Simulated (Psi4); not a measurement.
# PBE0/def2-SVPD run of AlH2O2F (SMILES [OH][Al]([OH])[F])

What is the vertical singlet–triplet gap of AlH2O2F at PBE0/def2-SVPD? 

The results are computed with Psi4 1.11.

4 further runs of the same task are left out: 4 set aside as unsound or not needed.

## Step 1: The system as given

AlH2O2F: 6 atoms, total charge 0, spin state singlet. As SMILES, `[OH][Al]([OH])[F]`. The coordinates come from a PBE0-D4/def2-TZVP relaxation. This is one conformer, not always the lowest.

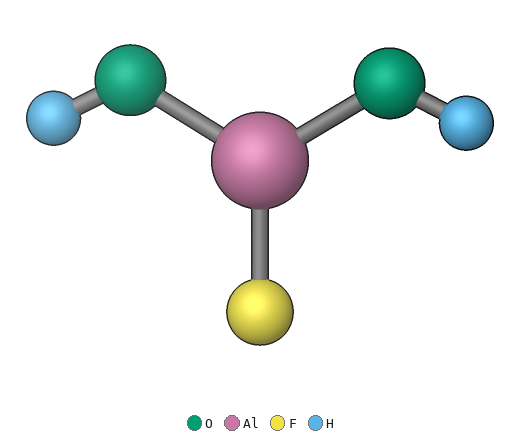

Viewed from a chosen angle; oxygen teal, aluminium pink, fluorine yellow, hydrogen blue.

## Step 2: Energy and gradient at PBE0/def2-SVPD

The input, alfh2o2.xyz:

```xyz
6
AlFH2O2
O     -0.572600     1.327600    -0.678800
Al    -0.045500    -0.145500    -0.067500
O      1.058000    -0.139600     1.199000
F     -0.598500    -1.564400    -0.695900
H     -1.198300     1.397500    -1.397100
H      1.399100    -0.939600     1.594000
```

The input, calc.py:

```python
import psi4

psi4.set_memory('1600 MB')
psi4.set_num_threads(1)
psi4.set_output_file('psi4.out', False)

with open('alfh2o2.xyz') as f:
    atoms = ''.join(f.readlines()[2:])
mol = psi4.geometry('0 1\n' + atoms + 'symmetry c1\nno_reorient\nno_com')

options = {'basis': 'def2-SVPD', 'puream': True, 'e_convergence': 1e-09, 'd_convergence': 1e-08, 'scf_type': 'pk', 'dft_radial_points': 99, 'dft_spherical_points': 590}
psi4.set_options(options)

e = psi4.gradient("pbe0")
print('gradient / Eh bohr^-1')
print(e.np.round(6))
for k, v in sorted(psi4.core.scalar_variables().items()):
    print(f'{k:45s} {v:18.10f}')
```

Started as:

```
$ python calc.py
```

psi4.out:

```text
[...]
  Running in c1 symmetry.
[...]
  Nuclear repulsion =  161.360137223680454
[...]
  Multiplicity = 1
[...]
  Nalpha       = 20
  Nbeta        = 20
[...]
    Number of basis functions: 109
[...]
   @RKS iter   1:  -493.05651482228524   -4.72099e-01   9.98499e-03 DIIS/ADIIS
[...]
   @RKS iter  11:  -493.49644217493972   -7.21911e-12   1.94785e-09 DIIS
[...]
    Orbital Energies [Eh]
    ---------------------
    Doubly Occupied:
       1A    -56.189735     2A    -24.753471     3A    -19.218324
       4A    -19.218284     5A     -4.218941     6A     -2.755388
       7A     -2.751616     8A     -2.749197     9A     -1.165831
      10A     -1.009654    11A     -1.001519    12A     -0.554824
      13A     -0.510934    14A     -0.482404    15A     -0.438339
      16A     -0.437312    17A     -0.379176    18A     -0.366442
      19A     -0.366168    20A     -0.349383
[...]
  @RKS Final Energy:  -493.49644217493972
   => Energetics <=
    Nuclear Repulsion Energy =            161.3601372236804536
    One-Electron Energy =               -1006.6811837493478379
    Two-Electron Energy =                 387.2614705106953465
    DFT Exchange-Correlation Energy =     -35.4368661599676855
    Empirical Dispersion Energy =           0.0000000000000000
    VV10 Nonlocal Energy =                  0.0000000000000000
    Total Energy =                       -493.4964421749397161
[...]
 Multipole Moments:
 ------------------------------------------------------------------------------------
     Multipole            Electronic (a.u.)      Nuclear  (a.u.)        Total (a.u.)
 ------------------------------------------------------------------------------------
 L = 1.  Multiply by 2.5417464519 to convert [e a0] to [Debye]
 Dipole X            :          3.4807765           -3.5791413           -0.0983648
 Dipole Y            :         11.1034869          -11.3557422           -0.2522553
 Dipole Z            :          5.1455199           -5.2574071           -0.1118871
 Magnitude           :                                                    0.2929627
[...]
  -Total Gradient:
     Atom            X                  Y                   Z
    ------   -----------------  -----------------  -----------------
       1        0.002397441263    -0.007325113368     0.002784849114
       2       -0.001717324561    -0.004340289037    -0.001958643107
       3       -0.005363352330    -0.000315459095    -0.006151856496
       4        0.004914139582     0.012609164602     0.005586746560
       5        0.001423179074    -0.001707457928     0.001641533585
       6       -0.001660841111     0.001061703822    -0.001910389648
[...]
```

The script printed:

```text
gradient / Eh bohr^-1
[[ 0.002397 -0.007325  0.002785]
 [-0.001717 -0.00434  -0.001959]
 [-0.005363 -0.000315 -0.006152]
 [ 0.004914  0.012609  0.005587]
 [ 0.001423 -0.001707  0.001642]
 [-0.001661  0.001062 -0.00191 ]]
CURRENT ENERGY                                   -493.4964421749
CURRENT REFERENCE ENERGY                         -493.4964421749
DD SOLVATION ENERGY                                 0.0000000000
DFT FUNCTIONAL TOTAL ENERGY                      -493.4964421749
DFT TOTAL ENERGY                                 -493.4964421749
DFT VV10 ENERGY                                     0.0000000000
DFT XC ENERGY                                     -35.4368661600
GRID ELECTRONS ALPHA                               20.0000003585
GRID ELECTRONS BETA                                20.0000003585
GRID ELECTRONS TOTAL                               40.0000007170
NUCLEAR REPULSION ENERGY                          161.3601372237
ONE-ELECTRON ENERGY                             -1006.6811837493
PCM POLARIZATION ENERGY                             0.0000000000
PE ENERGY                                           0.0000000000
SCF ITERATION ENERGY                             -493.4964421749
SCF ITERATIONS                                     11.0000000000
SCF TOTAL ENERGY                                 -493.4964421749
TWO-ELECTRON ENERGY                               387.2614705107
XC GRID RADIAL POINTS                              99.0000000000
XC GRID SPHERICAL POINTS                          590.0000000000
XC GRID TOTAL POINTS                           338126.0000000000
```

Run time: 17 s. Hardware: 1 thread of Intel Xeon 6975P-C (Granite Rapids), shared host; peak memory 0.55 GiB.

## Step 3: The triplet

The input, alfh2o2.json:

```json
{
  "schema_name": "qcschema_input",
  "schema_version": 1,
  "molecule": {
    "schema_name": "qcschema_molecule",
    "schema_version": 2,
    "symbols": ["O", "Al", "O", "F", "H", "H"],
    "geometry": [-1.08205718, 2.5088004, -1.28274609, -0.08598254, -0.27495515, -0.12755651, 1.99933024, -0.26380577, 2.26578162, -1.13100109, -2.95628755, -1.31506041, -2.26445882, 2.64089226, -2.64013637, 2.64391582, -1.77558667, 3.01222344],
    "molecular_charge": 0,
    "molecular_multiplicity": 3,
    "fix_symmetry": "c1",
    "fix_com": true,
    "fix_orientation": true
  },
  "driver": "gradient",
  "model": {
    "method": "pbe0",
    "basis": "def2-SVPD"
  },
  "keywords": {
    "reference": "uks",
    "puream": true,
    "e_convergence": 1e-09,
    "d_convergence": 1e-08,
    "scf_type": "pk",
    "dft_radial_points": 99,
    "dft_spherical_points": 590,
    "maxiter": 200
  }
}
```

Started as:

```
$ psi4 --qcschema alfh2o2.json -n 1 --memory 1600MB
```

stdout:

```text
[...]
  Running in c1 symmetry.
[...]
  Nuclear repulsion =  161.360137329478221
[...]
  Multiplicity = 3
[...]
  Nalpha       = 21
  Nbeta        = 19
[...]
    Number of basis functions: 109
[...]
   @UKS iter   1:  -492.98369647660604   -3.99281e-01   7.60016e-03 ADIIS/DIIS
[...]
   @UKS iter  16:  -493.24779185427280   -2.61480e-12   1.17942e-09 DIIS
[...]
   @S^2 Observed:                2.010146753E+00
[...]
    Orbital Energies [Eh]
    ---------------------
    Alpha Occupied:
       1A    -56.199385     2A    -24.738787     3A    -19.327906
       4A    -19.327819     5A     -4.230323     6A     -2.763098
       7A     -2.762796     8A     -2.762162     9A     -1.153002
      10A     -1.116049    11A     -1.109945    12A     -0.636963
      13A     -0.599798    14A     -0.493325    15A     -0.492675
      16A     -0.479468    17A     -0.470056    18A     -0.450156
      19A     -0.418696    20A     -0.413903    21A     -0.125614
    Alpha Virtual:
      22A     -0.030142    23A     -0.007344    24A      0.015593
      25A      0.049266    26A      0.059328    27A      0.081068
[...]
  @UKS Final Energy:  -493.24779185427280
   => Energetics <=
    Nuclear Repulsion Energy =            161.3601373294782206
    One-Electron Energy =               -1004.8821336906034958
    Two-Electron Energy =                 385.6041988217194216
    DFT Exchange-Correlation Energy =     -35.3299943148669655
    Empirical Dispersion Energy =           0.0000000000000000
    VV10 Nonlocal Energy =                  0.0000000000000000
    Total Energy =                       -493.2477918542728048
[...]
 Multipole Moments:
 ------------------------------------------------------------------------------------
     Multipole            Electronic (a.u.)      Nuclear  (a.u.)        Total (a.u.)
 ------------------------------------------------------------------------------------
 L = 1.  Multiply by 2.5417464519 to convert [e a0] to [Debye]
 Dipole X            :          3.7771295           -3.5791414            0.1979881
 Dipole Y            :         11.8641018          -11.3557423            0.5083595
 Dipole Z            :          5.4829399           -5.2574070            0.2255329
 Magnitude           :                                                    0.5903336
[...]
  -Total Gradient:
     Atom            X                  Y                   Z
    ------   -----------------  -----------------  -----------------
       1        0.002193888816    -0.056680866921     0.002756008205
       2        0.017653203023     0.045344771565     0.020094944514
       3       -0.033756216471    -0.024332316483    -0.038644332217
       4        0.007330890349     0.018799354467     0.008321819659
       5        0.016610551202    -0.003565367624     0.019076368892
       6       -0.010039360883     0.020416237276    -0.011612899161
[...]
```

The result, in JSON:

```text
{
 "driver": "gradient",
 "model": {
  "method": "pbe0",
  "basis": "def2-SVPD"
 },
 "success": true,
 "return_result": [0.002193888815559264, -0.056680866920764704, 0.0027560082045834933, 0.017653203022601233, 0.04534477156458156, 0.020094944514391627, -0.03375621647109356, -0.024332316483017702, -0.03864433221670164, 0.007330890349383924, 0.01879935446707169, 0.008321819658873776, 0.016610551201814122, -0.003565367624491743, 0.019076368892092826, -0.0100393608828898, 0.020416237276354998, -0.011612899161260154],
 "properties": {
  "calcinfo_nbasis": 109,
  "calcinfo_nmo": 109,
  "calcinfo_nalpha": 21,
  "calcinfo_nbeta": 19,
  "calcinfo_natom": 6,
  "nuclear_repulsion_energy": 161.36013732947822,
  "return_energy": -493.2477918542728,
  "return_gradient": [0.002193888815559264, -0.056680866920764704, 0.0027560082045834933, 0.017653203022601233, 0.04534477156458156, 0.020094944514391627, -0.03375621647109356, -0.024332316483017702, -0.03864433221670164, 0.007330890349383924, 0.01879935446707169, 0.008321819658873776, 0.016610551201814122, -0.003565367624491743, 0.019076368892092826, -0.0100393608828898, 0.020416237276354998, -0.011612899161260154],
  "scf_one_electron_energy": -1004.8821336906035,
  "scf_two_electron_energy": 385.6041988217194,
  "scf_xc_energy": -35.329994314866966,
  "scf_dipole_moment": [0.19798813213990973, 0.5083595409621537, 0.22553289734078863],
  "scf_total_energy": -493.2477918542728,
  "scf_total_gradient": [0.002193888815559264, -0.056680866920764704, 0.0027560082045834933, 0.017653203022601233, 0.04534477156458156, 0.020094944514391627, -0.03375621647109356, -0.024332316483017702, -0.03864433221670164, 0.007330890349383924, 0.01879935446707169, 0.008321819658873776, 0.016610551201814122, -0.003565367624491743, 0.019076368892092826, -0.0100393608828898, 0.020416237276354998, -0.011612899161260154],
  "scf_iterations": 16
 }
}
```

It took 30 s on 1 thread of Intel Xeon 6975P-C (Granite Rapids), shared host; peak memory 0.56 GiB.

## Step 4: What came out

At PBE0/def2-SVPD:

```
                                        quantity          value
                           singlet: total energy  -493.49644 Eh
                          singlet: dipole moment         0.74 D
                            singlet: HOMO energy       -9.51 eV
                            singlet: LUMO energy       -1.07 eV
                          singlet: HOMO–LUMO gap        8.44 eV
               singlet: largest force on an atom     0.753 eV/Å
                           triplet: total energy  -493.24779 Eh
                          triplet: dipole moment         1.50 D
     triplet: HOMO energy (highest over α and β)       -3.42 eV
                                   triplet: ⟨S²⟩          2.010
               triplet: largest force on an atom     2.920 eV/Å
vertical energy of the triplet above the singlet       6.766 eV
```

At this shape the triplet lies 6.77 eV (653 kJ/mol) above the singlet. The largest force (singlet) is 0.75 eV/Å: the shape isn't a stationary point for this species at this level.
